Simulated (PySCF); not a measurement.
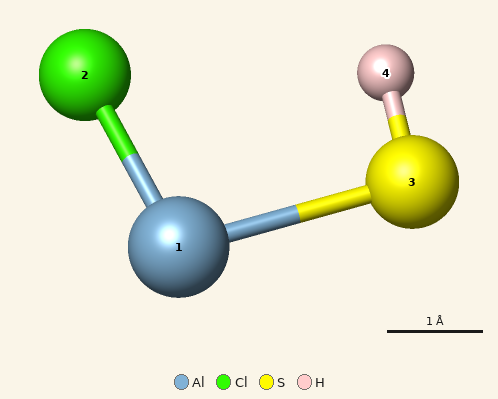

**Figure 1.** The structure as given in the input (ball-and-stick view, seen at a tilt; atoms are numbered from 1 in the order of the input). Sticks mark near contacts.

**AlHSCl (charge −1): interaction-energy calculation**

System: AlHSCl, charge −1.
Method: CCSD(T)/aug-cc-pVDZ and MP2/aug-cc-pVTZ, aug-cc-pVQZ counterpoise interaction energy, frozen core, gas phase (PySCF 2.14.0).

The geometry comes from this level: PBE0-D3(BJ)/def2-TZVPD, rigid scan.

## Log
```
part 1, own basis, geometry of the cluster: E = -701.5079055123 (as before)

part 2, own basis, geometry of the cluster: E = -398.1455483474 (as before)

part 1, own basis, relaxed alone: E = -701.5112535558 (as before)

part 2, own basis, relaxed alone: E = -398.1455263827 (as before)

cluster
final grid: 5496 points
cycle   1  E = -1099.6997515585  dE = -7.102e-02  |g| = 1.111e-01  |ddm| = 1.490e+00
cycle   2  E = -1099.7110033914  dE = -1.125e-02  |g| = 4.802e-02  |ddm| = 4.666e-01
cycle   3  E = -1099.7137127437  dE = -2.709e-03  |g| = 2.293e-02  |ddm| = 2.306e-01
cycle   4  E = -1099.7144265076  dE = -7.138e-04  |g| = 5.384e-03  |ddm| = 1.496e-01
cycle   5  E = -1099.7144717746  dE = -4.527e-05  |g| = 1.656e-03  |ddm| = 3.606e-02
cycle   6  E = -1099.7144756061  dE = -3.832e-06  |g| = 4.605e-04  |ddm| = 9.695e-03
cycle   7  E = -1099.7144758840  dE = -2.778e-07  |g| = 1.154e-04  |ddm| = 2.581e-03
cycle   8  E = -1099.7144759000  dE = -1.605e-08  |g| = 3.438e-05  |ddm| = 5.448e-04
cycle   9  E = -1099.7144759016  dE = -1.545e-09  |g| = 1.004e-05  |ddm| = 1.747e-04
cycle  10  E = -1099.7144759017  dE = -1.219e-10  |g| = 2.996e-06  |ddm| = 4.889e-05
converged SCF energy = -1099.7144759017

part 1 in the basis of the cluster
final grid: 5496 points
cycle   1  E = -701.5079662767  dE = -6.017e-05  |g| = 1.427e-03  |ddm| = 1.617e-01
cycle   2  E = -701.5079674242  dE = -1.147e-06  |g| = 2.294e-04  |ddm| = 2.244e-02
cycle   3  E = -701.5079674685  dE = -4.432e-08  |g| = 2.685e-05  |ddm| = 4.560e-03
cycle   4  E = -701.5079674692  dE = -6.874e-10  |g| = 7.581e-06  |ddm| = 3.716e-04
converged SCF energy = -701.5079674692

part 2 in the basis of the cluster
final grid: 5496 points
cycle   1  E = -398.1453613971  dE = -3.904e-05  |g| = 1.369e-03  |ddm| = 7.722e-02
cycle   2  E = -398.1453626192  dE = -1.222e-06  |g| = 3.164e-04  |ddm| = 1.291e-02
cycle   3  E = -398.1453627372  dE = -1.180e-07  |g| = 1.411e-04  |ddm| = 3.611e-03
cycle   4  E = -398.1453627496  dE = -1.241e-08  |g| = 3.303e-05  |ddm| = 8.230e-04
cycle   5  E = -398.1453627514  dE = -1.776e-09  |g| = 6.991e-06  |ddm| = 3.424e-04
cycle   6  E = -398.1453627514  dE = -4.854e-11  |g| = 1.908e-06  |ddm| = 4.738e-05
converged SCF energy = -398.1453627514

Interaction energy (kcal/mol)
  counterpoise      -43.547
  uncorrected       -44.388
  dispersion part     0.000
  deformation         2.106
  binding           -41.441

Decomposition of the uncorrected value (kcal/mol)
  electrostatic     -71.527
  Pauli              86.897
  orbital           -53.804
  dispersion          0.000
  correlation        -5.955

Charge of each part in the cluster: -0.278 -0.722
part 1, own basis, geometry of the cluster: E = -701.5126306296 (as before)

part 2, own basis, geometry of the cluster: E = -398.1488813210 (as before)

part 1, own basis, relaxed alone: E = -701.5164193346 (as before)

part 2, own basis, relaxed alone: E = -398.1488542096 (as before)

cluster
final grid: 5496 points
cycle   1  E = -1099.7079326379  dE = -7.111e-02  |g| = 1.133e-01  |ddm| = 1.651e+00
cycle   2  E = -1099.7192731605  dE = -1.134e-02  |g| = 4.902e-02  |ddm| = 4.496e-01
cycle   3  E = -1099.7219805568  dE = -2.707e-03  |g| = 2.348e-02  |ddm| = 2.260e-01
cycle   4  E = -1099.7227439132  dE = -7.634e-04  |g| = 5.641e-03  |ddm| = 1.538e-01
cycle   5  E = -1099.7227916948  dE = -4.778e-05  |g| = 1.794e-03  |ddm| = 3.848e-02
cycle   6  E = -1099.7227961447  dE = -4.450e-06  |g| = 5.025e-04  |ddm| = 1.272e-02
cycle   7  E = -1099.7227964583  dE = -3.136e-07  |g| = 1.268e-04  |ddm| = 3.395e-03
cycle   8  E = -1099.7227964773  dE = -1.893e-08  |g| = 3.799e-05  |ddm| = 8.364e-04
cycle   9  E = -1099.7227964791  dE = -1.819e-09  |g| = 1.135e-05  |ddm| = 2.307e-04
cycle  10  E = -1099.7227964792  dE = -1.446e-10  |g| = 3.361e-06  |ddm| = 5.969e-05
converged SCF energy = -1099.7227964792

part 1 in the basis of the cluster
final grid: 5496 points
cycle   1  E = -701.5126573698  dE = -2.604e-05  |g| = 9.002e-04  |ddm| = 2.441e-01
cycle   2  E = -701.5126576650  dE = -2.953e-07  |g| = 1.132e-04  |ddm| = 2.115e-02
cycle   3  E = -701.5126576718  dE = -6.806e-09  |g| = 1.192e-05  |ddm| = 3.175e-03
cycle   4  E = -701.5126576719  dE = -8.583e-11  |g| = 2.701e-06  |ddm| = 2.500e-04
converged SCF energy = -701.5126576719

part 2 in the basis of the cluster
final grid: 5496 points
cycle   1  E = -398.1486767069  dE = -1.577e-05  |g| = 1.078e-03  |ddm| = 1.575e-01
cycle   2  E = -398.1486775491  dE = -8.421e-07  |g| = 2.969e-04  |ddm| = 1.878e-02
cycle   3  E = -398.1486776424  dE = -9.330e-08  |g| = 1.425e-04  |ddm| = 3.909e-03
cycle   4  E = -398.1486776564  dE = -1.404e-08  |g| = 2.962e-05  |ddm| = 1.413e-03
cycle   5  E = -398.1486776576  dE = -1.208e-09  |g| = 6.980e-06  |ddm| = 4.914e-04
cycle   6  E = -398.1486776577  dE = -4.957e-11  |g| = 1.980e-06  |ddm| = 8.130e-05
converged SCF energy = -398.1486776577

Interaction energy (kcal/mol)
  counterpoise      -44.549
  uncorrected       -44.988
  dispersion part     0.000
  deformation         2.532
  binding           -42.017

Decomposition of the uncorrected value (kcal/mol)
  electrostatic     -71.344
  Pauli              86.696
  orbital           -53.946
  dispersion          0.000
  correlation        -6.393

Charge of each part in the cluster: -0.278 -0.722
part 1 in the basis of the cluster: E(HF) = -701.488215356  E2 = -0.193008147  E(CCSD corr) = -0.216462732  (T) = -0.006397360
part 2 in the basis of the cluster: E(HF) = -398.133894729  E2 = -0.160942940  E(CCSD corr) = -0.177670474  (T) = -0.006055629
cluster: E(HF) = -1099.681614514  E2 = -0.359040322  E(CCSD corr) = -0.396278169  (T) = -0.013573766

Counterpoise interaction energy (kcal/mol)
  hf_small                 -37.340
  mp2_small                -40.533
  ccsd_small               -38.686
  ccsdt_small              -39.389
  hf_large                 -38.568
  mp2_large                -44.549
  hf_middle                -38.370
  mp2_middle               -43.547
  scs_mp2_large            -42.779
  mp2_limit                -45.136
  ccsdt_less_mp2             1.144
  ccsdt_limit_estimate     -43.991
  bsse_mp2_large             0.439
```

This output came from the following input.

## Input
```
{"job": {"kind": "intercc", "basis": "aug-cc-pVDZ", "basis_mid": "aug-cc-pVTZ", "basis_large": "aug-cc-pVQZ"}, "charge": -1, "multiplicity": 1, "parts": [{"atoms": "0-1", "charge": 0, "multiplicity": 1}, {"atoms": "2-3", "charge": -1, "multiplicity": 1}]}
Al    -0.952792    -0.596332     0.869552
Cl     0.809306    -0.189505    -0.537293
S     -0.653253    -3.162222     1.045702
H      0.419469    -3.235365     0.239622
```

The first line tells a small driver script what to run in PySCF; the rest is the geometry in Å.

Command:
```bash
OMP_NUM_THREADS=1 python <driver script> task.json out
```

## Key numbers

| quantity | value |
| --- | --- |
| outcome | converged |
| T1 diagnostic | 0.014 |
| hardware | 1 CPU thread, shared host |
| wall time | 71 s |
| peak memory | 0.83 GiB |
